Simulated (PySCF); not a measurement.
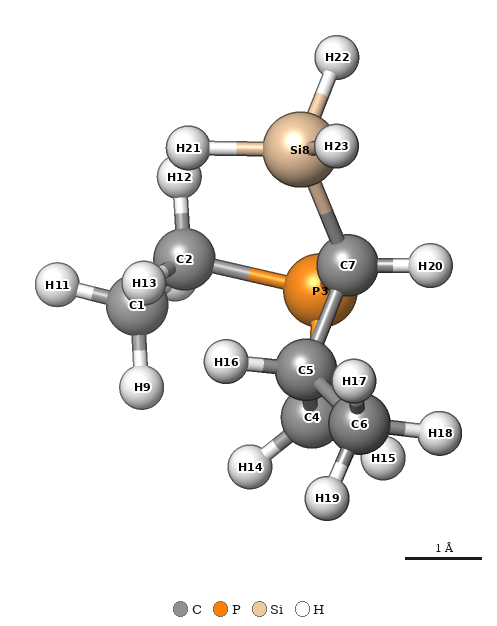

Fig. 1: The structure (ball-and-stick view, seen at a tilt; atoms are numbered from 1 in the order of the input).

# What a change does: NMR shielding calculation on C6H15PSi

System: C6H15PSi.
Method of run 1: GIAO CAM-B3LYP/pcSseg-1 NMR shielding, non-relativistic, gas phase (PySCF 2.14.0).

The geometry comes from this level: PBE0-D3(BJ)/def2-SVP. Text and figures count atoms from 1; the logs count them from 0 in places.

## Input file, run 1
```
{"job": {"kind": "nmr", "xc": "CAM-B3LYP", "basis": "pcSseg-1", "pop": false}, "charge": 0, "multiplicity": 1}
C      3.151192    -0.329838    -0.570073
C      1.858631     0.462473    -0.429941
P      0.894439    -0.087457     1.067047
C     -0.025347    -1.554681     0.327698
C     -1.134447    -0.640367    -0.225827
C     -2.554021    -1.170956    -0.192708
C     -0.831909     0.583570     0.676840
Si    -1.090027     2.323451     0.017565
H      2.952773    -1.403884    -0.713191
H      3.783695    -0.228601     0.325755
H      3.737676     0.012720    -1.436483
H      2.085115     1.532785    -0.283898
H      1.253995     0.390027    -1.348858
H      0.512872    -2.184427    -0.396589
H     -0.393700    -2.200513     1.141884
H     -0.881692    -0.380487    -1.268456
H     -3.270595    -0.417939    -0.557849
H     -2.846797    -1.443589     0.834499
H     -2.658268    -2.069065    -0.822173
H     -1.394275     0.496662     1.625167
H     -0.439803     2.487495    -1.319577
H     -0.508816     3.330263     0.958745
H     -2.549466     2.617667    -0.145454
```

The first line tells a small driver script what to run in PySCF; the rest is the geometry in Å.

Launched with:
```bash
OMP_NUM_THREADS=1 python <driver script> task.json out
```

Hardware: 1 CPU thread, shared host.

## Output (run 1)
```
coarse grid: 19064 points
cycle   1  E = -868.2070332216  dE =  7.201e-01  |g| = 3.499e-01  |ddm| = 4.159e+00
cycle   2  E = -868.2235425972  dE = -1.651e-02  |g| = 2.733e-01  |ddm| = 5.347e-01
cycle   3  E = -868.2417788961  dE = -1.824e-02  |g| = 4.883e-02  |ddm| = 2.572e-01
cycle   4  E = -868.2423450581  dE = -5.662e-04  |g| = 2.105e-02  |ddm| = 8.370e-02
cycle   5  E = -868.2424561871  dE = -1.111e-04  |g| = 4.190e-03  |ddm| = 2.395e-02
cycle   6  E = -868.2424605633  dE = -4.376e-06  |g| = 1.146e-03  |ddm| = 5.332e-03
final grid: 171680 points
cycle   7  E = -868.3050412495  dE = -3.286e-05  |g| = 4.462e-03  |ddm| = 2.205e-02
cycle   8  E = -868.3050418389  dE = -5.893e-07  |g| = 4.202e-03  |ddm| = 7.227e-03
cycle   9  E = -868.3050462575  dE = -4.419e-06  |g| = 3.181e-04  |ddm| = 3.487e-03
cycle  10  E = -868.3050462781  dE = -2.062e-08  |g| = 1.335e-04  |ddm| = 4.833e-04
cycle  11  E = -868.3050462822  dE = -4.106e-09  |g| = 3.320e-05  |ddm| = 1.692e-04
cycle  12  E = -868.3050462825  dE = -2.831e-10  |g| = 8.300e-06  |ddm| = 4.275e-05
converged SCF energy = -868.3050462825

GIAO shielding tensors (ppm)
atom      isotropic    diamagn.    paramagn.     s11        s22        s33       span
  0 C      171.538     243.310     -71.772    161.574    167.913    185.128     23.553
  1 C      161.299     255.246     -93.947    154.174    164.093    165.629     11.456
  2 P      301.239     967.432    -666.192    199.087    337.605    367.026    167.939
  3 C      152.805     254.355    -101.550    133.207    153.198    172.011     38.804
  4 C      142.769     249.215    -106.446    116.818    145.743    165.747     48.929
  5 C      156.635     243.722     -87.087    142.075    144.575    183.255     41.181
  6 C      160.482     259.844     -99.363    140.709    157.634    183.101     42.392
  7 Si     417.290     880.126    -462.836    383.218    405.463    463.189     79.972
  8 H       30.492      29.607       0.885     25.278     30.150     36.047     10.769
  9 H       30.311      27.971       2.341     25.823     28.016     37.094     11.271
 10 H       29.877      26.924       2.954     24.888     27.152     37.592     12.704
 11 H       30.034      32.982      -2.949     24.490     30.116     35.495     11.006
 12 H       29.237      35.426      -6.189     24.083     30.147     33.480      9.397
 13 H       29.858      33.044      -3.186     25.628     28.449     35.499      9.871
 14 H       29.766      33.228      -3.463     26.945     28.465     33.887      6.942
 15 H       28.382      34.973      -6.591     25.548     28.854     30.744      5.196
 16 H       30.173      29.252       0.922     25.489     28.379     36.652     11.163
 17 H       30.352      29.967       0.385     26.886     29.115     35.055      8.169
 18 H       30.231      28.546       1.686     25.998     27.374     37.322     11.324
 19 H       30.273      34.606      -4.332     27.967     29.293     33.559      5.592
 20 H       27.543      30.152      -2.609     23.632     27.610     31.388      7.756
 21 H       27.632      29.124      -1.492     24.491     25.168     33.238      8.747
 22 H       27.495      29.027      -1.532     23.719     25.713     33.053      9.334
```

The input of run 2 differs as follows (lines with − go, lines with + come):
```diff
-"xc": "CAM-B3LYP"
+"xc": "PBE0"
-"pop": false
```

What does this change do to the results?

The total energies belong to different methods, so their difference says nothing on which is more stable or more accurate. The HOMO goes from −7.67 to −6.39 eV. The LUMO goes from 1.54 to 0.44 eV. The dipole moment goes from 1.32 to 1.41 D. Of all shieldings, the largest change is that of P3, by +18.4 ppm. The functional changes from CAM-B3LYP to PBE0. The SCF takes 13 iterations against 12.

## Output (run 2)
```
coarse grid: 19064 points
cycle   1  E = -867.7900845670  dE =  5.133e-01  |g| = 4.470e-01  |ddm| = 4.212e+00
cycle   2  E = -867.7683266621  dE =  2.176e-02  |g| = 5.329e-01  |ddm| = 8.924e-01
cycle   3  E = -867.8427684993  dE = -7.444e-02  |g| = 6.140e-02  |ddm| = 5.606e-01
cycle   4  E = -867.8435623589  dE = -7.939e-04  |g| = 3.005e-02  |ddm| = 1.133e-01
cycle   5  E = -867.8437860400  dE = -2.237e-04  |g| = 6.173e-03  |ddm| = 3.400e-02
cycle   6  E = -867.8437946205  dE = -8.581e-06  |g| = 2.494e-03  |ddm| = 9.252e-03
final grid: 171680 points
cycle   7  E = -867.8937473790  dE = -4.214e-05  |g| = 1.060e-02  |ddm| = 4.415e-02
cycle   8  E = -867.8937267669  dE =  2.061e-05  |g| = 1.384e-02  |ddm| = 2.208e-02
cycle   9  E = -867.8937766331  dE = -4.987e-05  |g| = 6.783e-04  |ddm| = 1.358e-02
cycle  10  E = -867.8937767348  dE = -1.017e-07  |g| = 2.667e-04  |ddm| = 1.112e-03
cycle  11  E = -867.8937767516  dE = -1.681e-08  |g| = 6.785e-05  |ddm| = 2.912e-04
cycle  12  E = -867.8937767527  dE = -1.074e-09  |g| = 2.802e-05  |ddm| = 1.140e-04
cycle  13  E = -867.8937767529  dE = -2.051e-10  |g| = 4.609e-06  |ddm| = 3.673e-05
converged SCF energy = -867.8937767529

GIAO shielding tensors (ppm)
atom      isotropic    diamagn.    paramagn.     s11        s22        s33       span
  0 C      173.016     244.475     -71.459    163.006    169.297    186.744     23.738
  1 C      163.142     255.684     -92.542    155.496    166.175    167.757     12.262
  2 P      319.672     967.082    -647.410    219.922    353.288    385.805    165.884
  3 C      154.729     254.396     -99.668    135.267    155.505    173.415     38.148
  4 C      144.257     249.845    -105.587    117.133    147.723    167.915     50.782
  5 C      158.426     244.784     -86.358    144.377    146.003    184.896     40.519
  6 C      162.724     259.566     -96.842    143.078    159.808    185.286     42.208
  7 Si     424.884     880.510    -455.627    391.271    413.965    469.414     78.143
  8 H       30.432      29.400       1.032     25.183     30.034     36.079     10.896
  9 H       30.258      28.045       2.213     25.728     27.911     37.135     11.407
 10 H       29.803      26.929       2.874     24.762     27.010     37.638     12.876
 11 H       29.892      32.882      -2.989     24.291     29.924     35.461     11.170
 12 H       29.063      34.875      -5.812     23.816     29.964     33.409      9.593
 13 H       29.752      32.755      -3.003     25.459     28.296     35.501     10.043
 14 H       29.627      33.224      -3.597     26.821     28.296     33.765      6.944
 15 H       28.183      34.578      -6.395     25.369     28.565     30.615      5.247
 16 H       30.110      29.203       0.907     25.380     28.259     36.690     11.310
 17 H       30.272      29.953       0.320     26.779     29.039     34.999      8.220
 18 H       30.181      28.556       1.624     25.897     27.261     37.385     11.488
 19 H       30.038      34.524      -4.486     27.643     29.120     33.352      5.709
 20 H       27.385      29.858      -2.474     23.422     27.458     31.273      7.850
 21 H       27.487      29.029      -1.542     24.332     24.970     33.159      8.828
 22 H       27.337      28.954      -1.617     23.527     25.521     32.962      9.435
```

## The two runs side by side

| quantity | run 1 | run 2 |
| --- | --- | --- |
| outcome | converged | converged |
| total energy (hartree) | −868.305046 | −867.893777 |
| HOMO (eV) | −7.67 | −6.39 |
| LUMO (eV) | 1.54 | 0.44 |
| dipole moment (D) | 1.32 | 1.41 |
| shielding of C2 (ppm) | 161.3 | 163.1 |
| shielding of P3 (ppm) | 301.2 | 319.7 |
| shielding of C4 (ppm) | 152.8 | 154.7 |
| shielding of C5 (ppm) | 142.8 | 144.3 |
| shielding of C6 (ppm) | 156.6 | 158.4 |
| shielding of C7 (ppm) | 160.5 | 162.7 |
| shielding of Si8 (ppm) | 417.3 | 424.9 |
| SCF iterations | 12 | 13 |
| basis functions | 225 | 225 |
| wall time (shared host) | 70 s | 49 s |
